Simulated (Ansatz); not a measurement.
System: BH4O2Si (SMILES O[B]O[SiH3]) (doublet).

The calculation's input:

```
crystal:
  periodic: [false, false, false]
  atoms:
    - {symbol: O, position_ang: [1.927006, 0.918975, -1.499101]}
    - {symbol: B, position_ang: [0.834516, 0.234687, -1.129427]}
    - {symbol: O, position_ang: [0.303134, 0.249049, 0.111746]}
    - {symbol: Si, position_ang: [-1.036444, -0.557761, 0.675539]}
    - {symbol: H, position_ang: [2.316206, 1.439751, -0.782584]}
    - {symbol: H, position_ang: [-1.182264, -0.165805, 2.095670]}
    - {symbol: H, position_ang: [-2.237478, -0.153728, -0.094183]}
    - {symbol: H, position_ang: [-0.832476, -2.022268, 0.566440]}
basis:
  gaussian: {orbitals: def2-TZVPP}
magnetization: {spin_polarized: true, initial_magnetization: 1}
hamiltonian: {xc: pbe0, dispersion: d4}
output: {orbitals: {seedname: orbitals}}
```

Command:

```sh
ansatz run in.yaml --threads 2 --pin off --events-out ev --progress --plain --max-ram 32768MiB --backend cpu
```

Geometry: PBE0-D4/def2-TZVP.

The calculation used Ansatz, UKS PBE0-D4/def2-TZVPP.

> Predict the electron density, electron localisation function and spin density between the atoms.

B–O (1.34 Å): ρ at the midpoint is about 2.2 e/Å³; the ELF peaks at about 0.90 between the atoms (a polar covalent bond).
Si–O (1.66 Å): the density is about 1.1 e/Å³ at the midpoint; the ELF peaks at about 0.90 between the atoms: a shared but strongly polarised pair.
O–H (0.97 Å): the density is about 3.7 e/Å³ at the midpoint; the ELF climbs to about 1 towards the hydrogen, as it does in any bond to H (an ordinary covalent bond to hydrogen).
Si–H (1.48 Å): ρ at the midpoint is about 0.84 e/Å³; the ELF climbs to about 1 towards the hydrogen.
The unpaired spin (1 electron) lies mostly on B2 (about 0.8) and O3 (about 0.1), in electrons by Hirshfeld's partition.

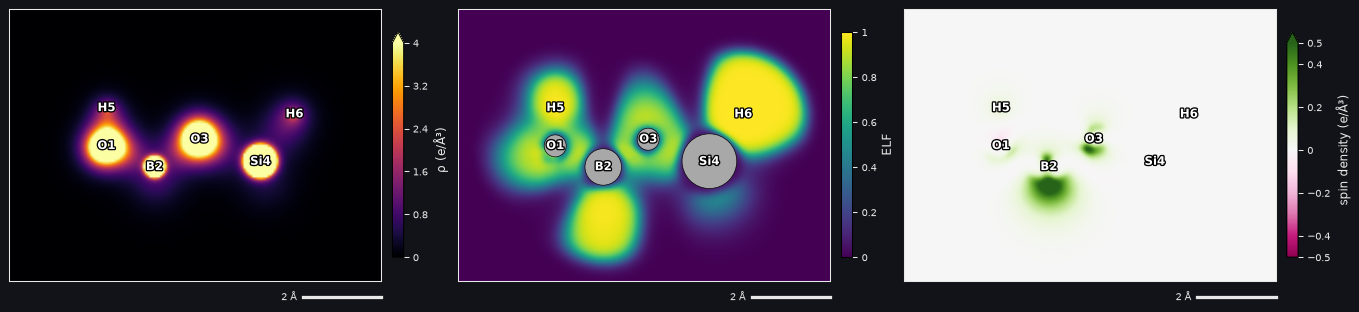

Computed electron density, electron localisation function and spin density on the plane of atoms B2, O1 and H5, in this order. Grey discs cover the atomic cores in the ELF map. 
